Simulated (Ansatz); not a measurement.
```xyz
4
charge 0, multiplicity 1
Cl   -1.7470    0.9601   -0.8889
Ga    0.0746    0.1912   -0.0866
I     1.1709   -1.6987    1.0624
H     0.8187    1.4837   -0.5086
```

Geometry: moved along internal coordinates away from the minimum.

Describe the molecule in this file.

Formula ClGaHI. SMILES: `[Cl][GaH][I]`. All atoms lie on one plane.

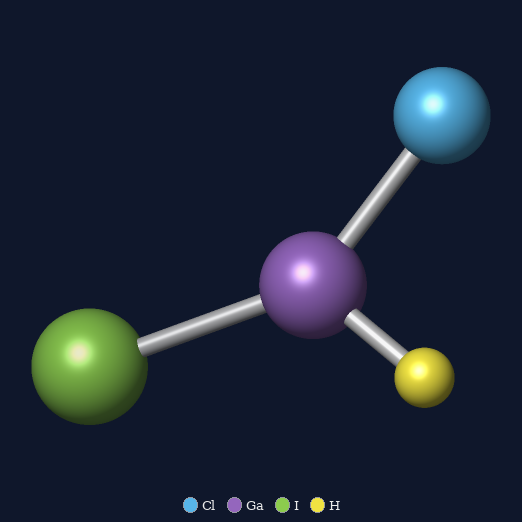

(Drawn from a calculation with Ansatz.)
